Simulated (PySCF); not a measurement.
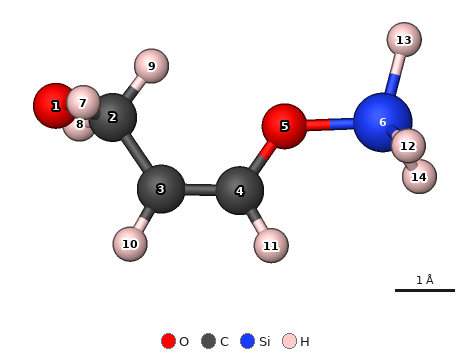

*The structure (ball-and-stick view, seen on its broad side; atoms are numbered from 1 in the order of the input).*

## Run report: C₃H₈O₂Si, NMR shielding calculation

System: C₃H₈O₂Si.
Method: GIAO PBE/pcSseg-1 NMR shielding, non-relativistic, gas phase (PySCF 2.14.0).

The geometry comes from this level: PBE0-D3(BJ)/def2-SVP. Figures and captions count atoms from 1; the log counts them from 0 in places.

### What the program printed
```
coarse grid: 12016 points
cycle   1  E = -558.3069477022  dE =  6.031e-01  |g| = 9.651e-01  |ddm| = 3.321e+00
cycle   2  E = -557.7239451574  dE =  5.830e-01  |g| = 1.965e+00  |ddm| = 2.935e+00
cycle   3  E = -558.4704895751  dE = -7.465e-01  |g| = 2.128e-01  |ddm| = 2.401e+00
cycle   4  E = -558.4760052042  dE = -5.516e-03  |g| = 1.374e-01  |ddm| = 2.745e-01
cycle   5  E = -558.4794931509  dE = -3.488e-03  |g| = 5.741e-02  |ddm| = 1.610e-01
cycle   6  E = -558.4802890203  dE = -7.959e-04  |g| = 1.837e-02  |ddm| = 6.387e-02
cycle   7  E = -558.4803705104  dE = -8.149e-05  |g| = 3.343e-03  |ddm| = 1.433e-02
cycle   8  E = -558.4803725360  dE = -2.026e-06  |g| = 1.439e-03  |ddm| = 3.823e-03
final grid: 110944 points
cycle   9  E = -558.5549987823  dE =  1.067e-05  |g| = 2.030e-02  |ddm| = 2.950e-02
cycle  10  E = -558.5547246085  dE =  2.742e-04  |g| = 4.263e-02  |ddm| = 4.412e-02
cycle  11  E = -558.5550689658  dE = -3.444e-04  |g| = 5.916e-03  |ddm| = 3.391e-02
cycle  12  E = -558.5550775873  dE = -8.621e-06  |g| = 1.090e-03  |ddm| = 5.664e-03
cycle  13  E = -558.5550778104  dE = -2.231e-07  |g| = 3.385e-04  |ddm| = 1.155e-03
cycle  14  E = -558.5550778388  dE = -2.836e-08  |g| = 6.606e-05  |ddm| = 3.558e-04
cycle  15  E = -558.5550778396  dE = -8.583e-10  |g| = 2.591e-05  |ddm| = 7.541e-05
```

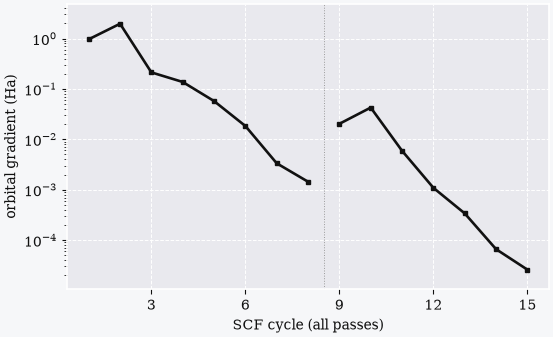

*Convergence of the self-consistent field: orbital gradient against the SCF cycle. The dotted line marks the change from a coarse to the final integration grid.*

The first 8 cycles use a coarse grid, the final grid takes over at cycle 9, and the field converges after 15 cycles in all.

```
converged SCF energy = -558.5550778396

GIAO shielding tensors (ppm)
atom      isotropic    diamagn.    paramagn.     s11        s22        s33       span
  0 O      283.629     386.339    -102.709    236.244    289.630    325.013     88.769
  1 C      119.986     246.469    -126.483     91.213    103.223    165.523     74.310
  2 C       61.672     256.961    -195.290    -41.222     91.752    134.486    175.708
  3 C       35.225     253.724    -218.499    -53.088     62.470     96.293    149.380
  4 O      229.537     399.619    -170.082    117.629    236.927    334.056    216.427
  5 Si     363.822     879.748    -515.927    308.698    329.687    453.079    144.381
  6 H       31.951      32.619      -0.668     23.907     30.283     41.662     17.755
  7 H       27.232      28.053      -0.821     23.070     27.098     31.528      8.458
  8 H       26.188      31.339      -5.151     21.220     26.165     31.179      9.959
  9 H       26.285      31.416      -5.132     24.274     26.487     28.092      3.818
 10 H       24.990      31.234      -6.244     21.590     25.234     28.147      6.557
 11 H       26.109      28.427      -2.318     23.136     24.577     30.614      7.478
 12 H       26.218      28.505      -2.287     23.097     25.007     30.551      7.454
 13 H       26.059      28.093      -2.034     23.091     24.446     30.640      7.548
```

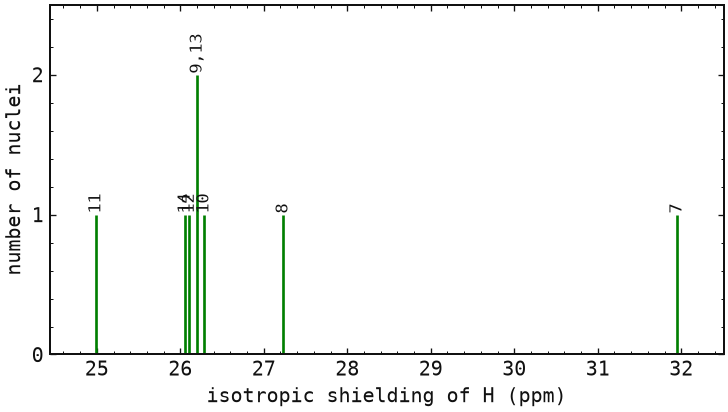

*Isotropic shieldings of the hydrogen nuclei in this fixed geometry, labelled by atom number; shielding grows to the right, so chemical shift grows to the left.*

The least shielded is H11 (25.0 ppm), the most shielded H7 (32.0 ppm).

The run was set up as follows.

### Input file
```
{"job": {"kind": "nmr", "xc": "PBE", "basis": "pcSseg-1", "pop": false}, "charge": 0, "multiplicity": 1}
O     -2.995380     0.247380     0.635205
C     -1.985889     0.198135    -0.345017
C     -1.022954    -0.921198    -0.111391
C      0.304923    -0.789535    -0.028201
O      0.937361     0.397204    -0.187011
Si     2.586012     0.659545    -0.019168
H     -2.557566     0.331676     1.488843
H     -2.508238     0.049422    -1.305144
H     -1.431620     1.151520    -0.426083
H     -1.442190    -1.921661     0.029403
H      0.946182    -1.660156     0.167596
H      3.032490     0.272647     1.353185
H      2.786184     2.112506    -0.250036
H      3.343049    -0.148856    -1.021189
```

The first line tells a small driver script what to run in PySCF; the rest is the geometry in Å.

Run as:
```bash
OMP_NUM_THREADS=1 python <driver script> task.json out
```

### Summary

- outcome: converged
- total energy: −558.555078 hartree
- HOMO: −5.55 eV
- LUMO: −0.83 eV
- dipole moment: 2.71 D
- isotropic shielding, O: 229.5 to 283.6 ppm
- isotropic shielding, C: 35.2 to 120.0 ppm
- isotropic shielding, Si: 363.8 ppm
- isotropic shielding, H: 25.0 to 32.0 ppm
- hardware: 1 CPU thread, shared host
- wall time: 35 s
- peak memory: 0.8 GiB
